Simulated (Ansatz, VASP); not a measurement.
# SnGe2: VASP beside Ansatz, part 2 of 2

Wanted: the spread between two codes on one cell, functional and k mesh. The cell is generated by rule, not measured, and may not be a known phase. The cell is taken from a series of VASP runs on this material, whose earlier steps may have relaxed, scaled or displaced it; both programs get it as it stands. Valence electrons are named where the data sets of a main pair hold unlike numbers.

VASP 6.6.1 and Ansatz 0.2.0.

So far: The structure; Ansatz: band structure, PBEsol, spin-orbit coupling; VASP: band structure, PBEsol, spin-orbit coupling.

### Step 3. VASP: band structure, PBEsol, spin-orbit coupling (continued)

Level of this step: PBEsol, spin-orbit coupling; plane waves and PAW (Sn_d, Ge_d); invented cell (VASP).

Numbers of over 12 decimals in the logs are rounded to 6 here.

Parts of OUTCAR (step 3):

```text
ion  position               nearest neighbor table
   1  0.000  0.000  0.000-   3 2.70   3 2.70   3 2.70   2 2.70   2 2.70   2 2.70   3 2.70   2 2.70

  LATTYP: Found a face centered cubic cell.
 ALAT       =     6.2321400000

 Subroutine GETGRP returns: Found 48 space group operations
 (whereof 48 operations were pure point group operations)

The static configuration has the point symmetry O_h .

 Found     29 irreducible k-points:

   k-points           NKPTS =     29   k-points in BZ     NKDIM =     29   number of bands    NBANDS=     54

   dimension x,y,z NGX =    30 NGY =   30 NGZ =   30
   dimension x,y,z NGXF=    60 NGYF=   60 NGZF=   60

   ENCUT  =  410.0 eV  30.13 Ry    5.49 a.u.   7.28  7.28  7.28*2*pi/ulx,y,z

   NELECT =      42.0000    total number of electrons

 k-points in reciprocal lattice and weights: Automatic mesh
   0.00000000  0.00000000  0.00000000       0.002
   0.12500000  0.00000000  0.00000000       0.016
   0.25000000  0.00000000  0.00000000       0.016
   0.37500000  0.00000000  0.00000000       0.016
   0.50000000  0.00000000  0.00000000       0.008
   0.12500000  0.12500000  0.00000000       0.012
   0.25000000  0.12500000  0.00000000       0.047
   0.37500000  0.12500000  0.00000000       0.047
   0.50000000  0.12500000  0.00000000       0.047
[...]
-0.37500000  0.50000000  0.12500000       0.023
  -0.25000000  0.50000000  0.25000000       0.012

 average (electrostatic) potential at core
       1 -98.9757       2 -71.1218       3 -71.1218

 E-fermi :   8.1505

 k-point     1 :       0.0000    0.0000    0.0000
  band No.  band energies     occupation
    ...
     44       7.3999      1.00000
     45       7.3999      1.00000
     46       7.3999      1.00000
     47       7.7246      1.00000
     48       7.7246      1.00000
     49      11.2222      0.00000
     50      11.2222      0.00000
     51      11.4253      0.00000
     52      11.4253      0.00000
     53      11.4253      0.00000
    ...

 k-point     2 :       0.1250    0.0000    0.0000
  band No.  band energies     occupation
    ...
     42       7.2272      1.00000
     43       7.4930      1.00000
     44       7.4930      1.00000
     45       7.7681      1.00000
     46       7.7681      1.00000
     47       9.9442      0.00000
     48       9.9442      0.00000
     49      11.0386      0.00000
     50      11.0386      0.00000
     51      11.1958      0.00000
    ...

 k-point     3 :       0.2500    0.0000    0.0000
  band No.  band energies     occupation
    ...
     42       7.5009      1.00000
     43       7.6737      1.00000
     44       7.6737      1.00000
     45       7.8432      1.00000
     46       7.8432      1.00000
     47      11.0025      0.00000
     48      11.0025      0.00000
     49      11.4368      0.00000
     50      11.4368      0.00000
     51      11.6091      0.00000
    ...

  Total        6.3539426      6.3539426      6.3539426      0.0000000     -0.0000000      0.0000000
  in kB      168.2295414    168.2295414    168.2295414      0.0000000     -0.0000000      0.0000000
  external PRESSURE =     168.2295414 kB  Pullay stress =       0.0000000 kB

  energy-cutoff  :      410.00
  volume of cell :       60.51
      direct lattice vectors                 reciprocal lattice vectors
     0.000000000  3.116070000  3.116070000    -0.160458526  0.160458526  0.160458526
     3.116070000  0.000000000  3.116070000     0.160458526 -0.160458526  0.160458526
     3.116070000  3.116070000  0.000000000     0.160458526  0.160458526 -0.160458526

 POSITION                                       TOTAL-FORCE (eV/Angst)
 -----------------------------------------------------------------------------------
      0.00000      0.00000      0.00000        -0.000000     -0.000000      0.000000
      1.55804      1.55804      1.55804        -0.000000     -0.000000     -0.000000
      4.67410      4.67410      4.67410         0.000000      0.000000      0.000000
 -----------------------------------------------------------------------------------
    total drift:                                0.000000      0.000000      0.000000

  FREE ENERGIE OF THE ION-ELECTRON SYSTEM (eV)
  ---------------------------------------------------
  free  energy   TOTEN  =       -12.5126465303 eV

  energy  without entropy=      -12.5119605873  energy(sigma->0) =      -12.51230356

 Spin-Orbit-Coupling matrix elements
 Ion:    1  E_soc:     -0.1018394
 Ion:    2  E_soc:     -0.0181109
 Ion:    3  E_soc:     -0.0181109

 total charge
# of ion       s       p       d       tot
------------------------------------------
    1        1.187   1.266  10.106  12.559
    2        1.268   1.039  10.032  12.339
    3        1.268   1.039  10.032  12.339
--------------------------------------------------
tot          3.722   3.344  30.170  37.237

 magnetization (x)
# of ion       s       p       d       tot
------------------------------------------
    1        0.000   0.000   0.000   0.000
    2       -0.000   0.000  -0.000   0.000
    3       -0.000  -0.000   0.000  -0.000
--------------------------------------------------
tot         -0.000   0.000  -0.000   0.000

 magnetization (y)
# of ion       s       p       d       tot
------------------------------------------
    1       -0.000  -0.000   0.000  -0.000
    2        0.000  -0.000  -0.000  -0.000
    3       -0.000   0.000   0.000  -0.000
--------------------------------------------------
tot         -0.000  -0.000  -0.000  -0.000

 magnetization (z)
# of ion       s       p       d       tot
------------------------------------------
    1        0.000  -0.000  -0.000  -0.000
    2       -0.000   0.000  -0.000   0.000
    3       -0.000   0.000   0.000   0.000
--------------------------------------------------
tot         -0.000   0.000  -0.000   0.000

[... 3 further parts left out ...]
```

The PAW data sets were made with PBE, which is usual practice but a small mismatch for other functionals.

### Step 4. Side by side

Known differences besides the potentials themselves: spin-orbit coupling enters by fully relativistic files in Ansatz and inside the spheres in VASP; the cutoff is 420 eV in Ansatz and 410 eV in VASP; Ansatz makes its cores anew for this functional, VASP keeps those of its PBE data sets. Total energies have different zeros and are not compared.

The two programs side by side:

```
      quantity  Ansatz   VASP  difference
pressure (GPa)   17.10  16.82       +0.27
```

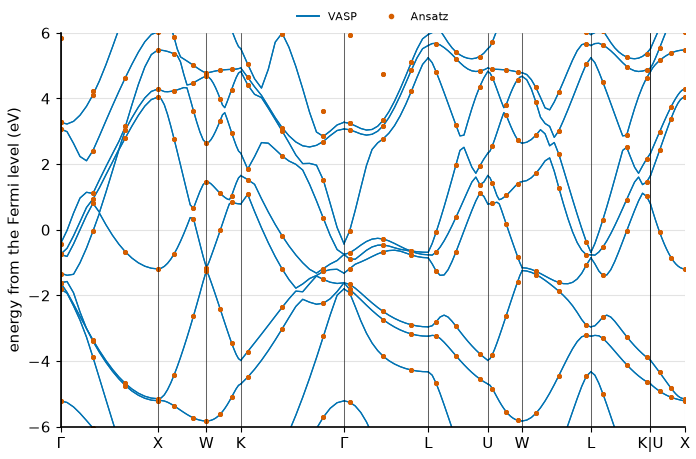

Bands from VASP (lines) and levels from Ansatz (dots). Dots without a line are higher empty bands that the VASP plot leaves out.

Levels from 3 eV below to 2 eV above the Fermi level differ by 2 meV r.m.s. and 16 meV at most; each VASP level is matched to the nearest of Ansatz, which flatters the figure a little.

### Step 5. Results

| Item | Value |
| --- | --- |
| r.m.s. difference of levels near the Fermi level (band structure, PBEsol, spin-orbit coupling) | 2.4 meV |

**Reading.** The r.m.s. difference of levels near the Fermi level is 2.4 meV (band structure, PBEsol, spin-orbit coupling), within the 80 meV picked in this series as the mark of a large difference. 1 further run of this series is not shown here. Such differences can come from data sets, numerical settings and the points named under the comparisons, not from the functional's error against experiment.

[Lines on the potential files, build, host, timing and source positions are cut from VASP's logs without a mark.]

[Logs are printed without paths, hosts, clocks, repeated set-up lines and the standing remarks that a program may print on its own settings, such as how far it seeks lower states.]

[Hosts, paths, dates, database ids (printed as entryN), source tags and the programs' standing remarks are cut or masked in the printed files.]
